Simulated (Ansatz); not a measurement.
```cif
data_structure
_symmetry_space_group_name_H-M 'P 1'
_symmetry_Int_Tables_number 1
_cell_length_a 3.0391
_cell_length_b 5.9692
_cell_length_c 8.2233
_cell_angle_alpha 89.771
_cell_angle_beta 79.733
_cell_angle_gamma 89.981
_cell_volume 146.79
loop_
_atom_site_label
_atom_site_type_symbol
_atom_site_fract_x
_atom_site_fract_y
_atom_site_fract_z
_atom_site_occupancy
Mg1 Mg 0.25954 0.00273 0.97588 1
As1 As 0.92871 0.00215 0.65933 1
C1 C 0.99961 0.24676 0.49641 1
As2 As 0.57717 0.22759 0.33714 1
Mg2 Mg 0.72626 0.50305 0.03451 1
As3 As 0.93122 0.50225 0.64827 1
C2 C 0.99969 0.75934 0.49636 1
As4 As 0.57720 0.77987 0.33700 1
```

Space group P1; started from the II-IV-V2 ordering on zincblende lattice prototype, which need not be the ambient phase; changed on purpose from its base cell (shaken).

The calculation used Ansatz 0.2.0, DFT, PBEsol, plane waves, PAW.

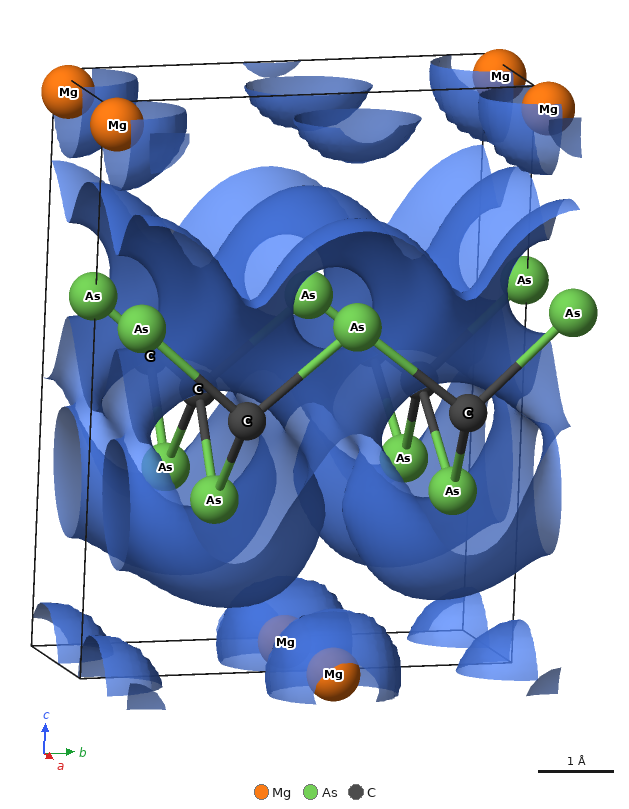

MgAs2C. Isosurface of the valence pseudo-density at 0.15 e/Å³ (blue), seen slightly off an axis. Sticks mark near contacts.

**How is the density connected at this value?**

At this value the density is joined into sheets; it holds about 90 % of the electrons treated as valence (semicore included). It bridges the shortest As–C (1.96 Å) and As–As (2.67 Å) contacts, where the density stays above the isovalue. It is pinched off along the shortest Mg–As (2.94 Å) and Mg–Mg (3.04 Å) contacts. On the grid the lowest density along these lines, outside the cores, is 0.9 e/Å³ (As–C, 1.96 Å), 0.4 e/Å³ (As–As, 2.67 Å), 0.11 e/Å³ (Mg–As, 2.94 Å) and 0.12 e/Å³ (Mg–Mg, 3.04 Å).
